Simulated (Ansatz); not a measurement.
## What a change does: single-point calculation on AsH3Se

System: AsH3Se, SMILES [AsH2][SeH].
Method of run A: RKS PBE-D4/def2-SVP (Ansatz 0.2.0).

Text and figures count atoms from 1; the logs count them from 0 in places.

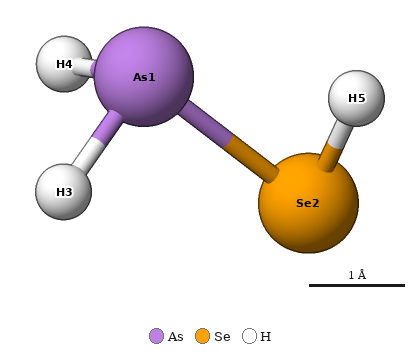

**Figure 1.** The structure (ball-and-stick view, seen at a tilt; atoms are numbered from 1 in the order of the input). Bond lengths as drawn: As–H 1.54 Å, As–Se 2.41 Å and H–Se 1.49 Å.

Input, run A:
```yaml
crystal:
  periodic: [false, false, false]
  atoms:
    - { symbol: As, position_ang: [-0.337742, -0.831508, 0.248397] }
    - { symbol: Se, position_ang: [0.737366, 1.297679, -0.111892] }
    - { symbol: H, position_ang: [-0.204582, -1.29269, -1.21823] }
    - { symbol: H, position_ang: [-1.761824, -0.30457, -0.026758] }
    - { symbol: H, position_ang: [1.207029, 0.575396, 1.098247] }
basis:
  gaussian: { orbitals: def2-SVP }
hamiltonian:
  xc: pbe
  dispersion: d4
output:
  forces: true
```

Command:
```bash
ansatz run input.yaml --threads 1 --pin off --max-ram 2560MiB --backend cpu --events-out ev --progress --plain --runs-dir out
```

Hardware: 1 thread of Intel Xeon @ 2.50GHz (Skylake/Cascade Lake), 189 GiB of memory available, shared host.

Output (run A):
```
Engine: ansatz 0.2.0, x86_64-unknown-linux-gnu
Functional definition: PBE
  parameter kappa = 0.804
  parameter beta = 0.06672455060314922
  exchange = pbe_x(kappa = kappa, mu = beta*pi^2/3)
  correlation = pbe_c(beta = beta)
883 factors; their error is unknown
mean field evaluation 1: about -126204.6483 eV, gradient 1.7e1 eV
mean field evaluation 2: about -126204.8863 eV, gradient 1.4e1 eV
mean field evaluation 4: about -126205.1899 eV, gradient 1.3e0 eV
mean field evaluation 8: about -126205.0642 eV, gradient 3.5e-2 eV
mean field -126205.06425049 eV, -4637.9505663404 hartree, gradient 7.8e-5 eV, S^2 0.000000; 0 other end points of the search recorded, 0 dependent functions left out
the calculation of the forces begins
reference -126205.06427451 eV, -4637.9505672232 hartree; 35, 35 occupied and 44, 44 virtual orbitals, 883 factors
Total energy: -126205.16140472 eV, -4637.9541366926 hartree
Atom 0 at    -0.337742    -0.831508     0.248397 Å, force    -0.670774    -0.245643    -0.671276 eV/Å
Atom 1 at     0.737366     1.297679    -0.111892 Å, force     0.059352    -0.416711     0.422314 eV/Å
Atom 2 at    -0.204582    -1.292690    -1.218230 Å, force    -0.097677    -0.164659    -0.010902 eV/Å
Atom 3 at    -1.761824    -0.304570    -0.026758 Å, force    -0.113053    -0.155253     0.000784 eV/Å
Atom 4 at     1.207029     0.575396     1.098247 Å, force     0.822151     0.982266     0.259081 eV/Å
Dipole moment:    -0.069559    -0.155228     0.037603 e Å
```

For run B the input was changed thus:
```diff
-    - { symbol: H, position_ang: [-0.204582, -1.29269, -1.21823] }
+    - { symbol: H, position_ang: [-0.453632, -1.195153, -1.246845] }
-    - { symbol: H, position_ang: [1.207029, 0.575396, 1.098247] }
+    - { symbol: H, position_ang: [1.785278, 1.987253, 0.683771] }
```

How does run B compare with run A?

With the same method and basis, run B lies 10.1 kcal/mol higher. The largest force goes from 1.307 to 2.469 eV/Å.

Output (run B):
```
Engine: ansatz 0.2.0, x86_64-unknown-linux-gnu
Functional definition: PBE
  parameter kappa = 0.804
  parameter beta = 0.06672455060314922
  exchange = pbe_x(kappa = kappa, mu = beta*pi^2/3)
  correlation = pbe_c(beta = beta)
883 factors; their error is unknown
mean field evaluation 1: about -126204.1509 eV, gradient 1.8e1 eV
mean field evaluation 2: about -126203.9032 eV, gradient 2.0e1 eV
mean field evaluation 4: about -126204.7532 eV, gradient 1.4e0 eV
mean field evaluation 8: about -126204.6294 eV, gradient 4.0e-2 eV
mean field -126204.62937432 eV, -4637.9345849361 hartree, gradient 4.1e-5 eV, S^2 0.000000; 0 other end points of the search recorded, 0 dependent functions left out
the calculation of the forces begins
reference -126204.62939868 eV, -4637.9345858313 hartree; 35, 35 occupied and 44, 44 virtual orbitals, 883 factors
Total energy: -126204.72240651 eV, -4637.9380038058 hartree
Atom 0 at    -0.337742    -0.831508     0.248397 Å, force     0.013272    -0.694914     0.745488 eV/Å
Atom 1 at     0.737366     1.297679    -0.111892 Å, force    -0.677794     1.315370    -1.976220 eV/Å
Atom 2 at    -0.453632    -1.195153    -1.246845 Å, force     0.625754     0.077683    -0.171981 eV/Å
Atom 3 at    -1.761824    -0.304570    -0.026758 Å, force    -0.052976     0.384261     0.425757 eV/Å
Atom 4 at     1.785278     1.987253     0.683771 Å, force     0.091744    -1.082400     0.976957 eV/Å
Dipole moment:    -0.024617    -0.138751     0.091407 e Å
```

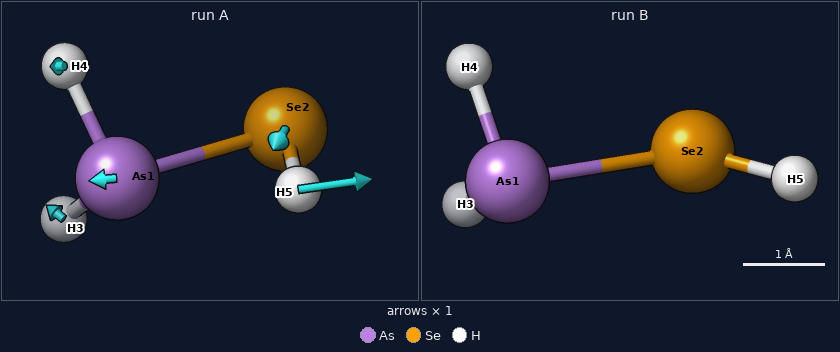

**Figure 2.** The two input geometries at one scale (ball-and-stick view, seen at a tilt). The teal arrows on the first give the shifts of the atoms after the best rigid fit, at true length. The atom that moves furthest after the best rigid fit is H5 (0.97 Å). By element the largest moves are H 0.97 Å, Se 0.52 Å, As 0.37 Å.

The two runs side by side:

| quantity | run A | run B |
| --- | --- | --- |
| outcome | converged | converged |
| total energy (hartree) | −4637.954137 | −4637.938004 |
| largest force (eV/Å) | 1.307 | 2.469 |
| basis functions | 79 | 79 |
| wall time (shared host) | 3 s | 2.1 s |
